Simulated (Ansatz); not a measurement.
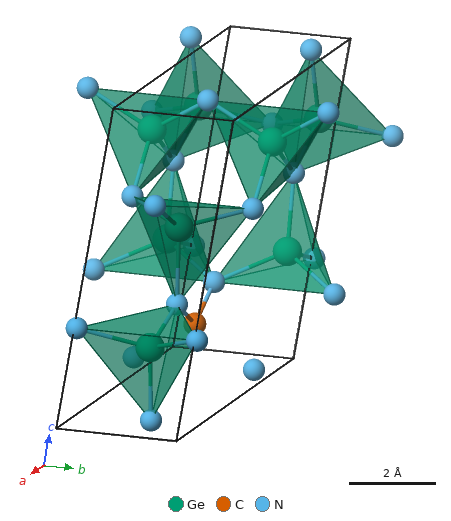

Polyhedral drawing of the structure, looking slightly off an axis. The conventional unit cell is drawn as a box. A few atoms beyond the faces are included.

Ge5CN8, space group Pm (No. 6), a = 7.652 Å, b = 3.023 Å, c = 7.771 Å, α = 90.00°, β = 118.67°, γ = 90.00°. The structure comes from a structure type filled with these elements by a generator (whether the compound takes this form wasn't checked). Earlier steps of the study, as a rule a relaxation of our own, may have changed the cell and positions, so they can lie some per cent off the listed ones. Ansatz was used for an electronic-structure calculation on it.

This one geometry was computed with Ansatz (DFT, plane waves, PAW) at five levels of theory: r2SCAN, PBE with spin-orbit coupling, PBE0, PBE and HSE06. It was relaxed beforehand with r2SCAN.

Which level gives the highest pressure at this volume, and what does that say about its equilibrium volume?

Highest: PBE with spin-orbit coupling (6.4 GPa) and PBE (6.4 GPa), which points to the largest equilibrium volume. Lowest, with the smallest volume: PBE0 (-1.6 GPa) and HSE06 (-1.4 GPa). Levels within 0.5 GPa of each other can't be told apart.

How does the band gap change with the level of theory?

PBE with spin-orbit coupling: a gap of 1.21 eV, indirect; PBE: a gap of 1.21 eV, indirect; r2SCAN: a gap of 1.50 eV, indirect; HSE06: a gap of 2.53 eV, indirect; PBE0: a gap of 3.26 eV, indirect.

Collect the results in a table.

| level | cutoff (eV) | k-mesh of the run's cell | gap (eV) | pressure (GPa) |
| --- | --- | --- | --- | --- |
| r2SCAN | 500 | 4×8×4 | 1.50 | 0.0 |
| PBE with spin-orbit coupling | 420 | 4×8×4 | 1.21 | 6.4 |
| PBE0 | 420 | 2×6×2 | 3.26 | -1.6 |
| PBE | 420 | 4×8×4 | 1.21 | 6.4 |
| HSE06 | 420 | 2×6×2 | 2.53 | -1.4 |

Gaps are taken on the k-mesh or band path of each run.
